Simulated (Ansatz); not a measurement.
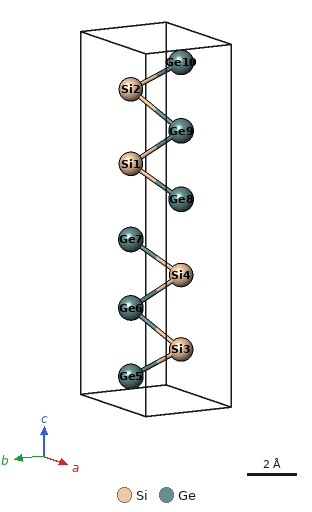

Crystalline Si₂Ge₃ (a generated structure, set up in P6_3/mmc), before the relaxation. Style: ball-and-stick. Shown: the cell of the calculation, from a free direction.

Method: DFT PBE, scalar-relativistic, plane waves, PAW in Ansatz 0.2.0.

Input
```yaml
crystal:
  lattice:
    - [3.7081924912, 0.0, 0.0]
    - [-1.8540962456, 3.2113888995, 0.0]
    - [0.0, 0.0, 16.1580342396]
  atoms:
    - { symbol: Si, position: [0.3333333333, 0.6666666667, 0.6473510037] }
    - { symbol: Si, position: [0.3333333333, 0.6666666667, 0.8526489963] }
    - { symbol: Si, position: [0.6666666667, 0.3333333333, 0.1473510037] }
    - { symbol: Si, position: [0.6666666667, 0.3333333333, 0.3526489963] }
    - { symbol: Ge, position: [0.3333333333, 0.6666666667, 0.0612607556] }
    - { symbol: Ge, position: [0.3333333333, 0.6666666667, 0.25] }
    - { symbol: Ge, position: [0.3333333333, 0.6666666667, 0.4387392444] }
    - { symbol: Ge, position: [0.6666666667, 0.3333333333, 0.5612607556] }
    - { symbol: Ge, position: [0.6666666667, 0.3333333333, 0.75] }
    - { symbol: Ge, position: [0.6666666667, 0.3333333333, 0.9387392444] }
basis:
  ecutwfc: 420
kpoints:
  mp_grid: { grid: [12, 12, 4] }
hamiltonian:
  xc: pbe
scf:
  occupations: { method: gaussian, width: 0.1 }
output:
  forces: true
  stress: true
  eigenvalues: true
relax:
  adjacent_minimum: "off"
  f_tol: 0.01
  max_steps: 80
  cell: { stress_tol: 0.05 }
```

Launched with:
```bash
ansatz run input.yaml --threads 1 --pin off --max-ram 2560MiB --backend cpu --events-out ev --progress --plain --runs-dir out
```

**Predict the outcome.**

The energy falls by 2.0 meV per cell of the calculation in 3 accepted moves (4 points after the start). Largest force component: 0.018 eV/Å at the start, 0.0036 eV/Å at the end. Pressure: 0.16 GPa at the start and 0.01 GPa at the end. The SCF was repeated once at an unchanged geometry on a basis and grid sized afresh for the cell, which shifted the energy by less than 0.05 meV per cell of the calculation at most. The largest moves relative to the cell, 0.005 Å, are those of Si1, Si2, Si3 and Si4. Si2 goes along −c. Largest moves by element: Si 0.005 Å, Ge 0.004 Å. The drawn cell changes as follows: a = b 3.708 → 3.702 Å (−0.2 %), c 16.158 → 16.235 Å (+0.5 %); the volume changes by +0.1 %. The space group stays P6_3/mmc (No. 194).

History of the run:

```
step  E − E(0), meV/atom  largest force component, eV/Å  pressure, GPa  volume, Å³/atom                      note
   0                0.00                         0.0182           0.16           19.242                          
   1               -0.04                         0.0025          -0.16           19.297                          
   2               -0.19                         0.0043          -0.01           19.268                          
   3               -0.19                         0.0036           0.01           19.264                          
   4               -0.20                         0.0036           0.01           19.264  same geometry, new basis
```

Final geometry:

```
CELL_PARAMETERS angstrom
3.70155 0.00000 0.00000
-1.85077 3.20563 0.00000
0.00000 0.00000 16.23499
ATOMIC_POSITIONS crystal
Si 0.33333 0.66667 0.64764
Si 0.33333 0.66667 0.85236
Si 0.66667 0.33333 0.14764
Si 0.66667 0.33333 0.35236
Ge 0.33333 0.66667 0.06148
Ge 0.33333 0.66667 0.25000
Ge 0.33333 0.66667 0.43852
Ge 0.66667 0.33333 0.56148
Ge 0.66667 0.33333 0.75000
Ge 0.66667 0.33333 0.93852
```
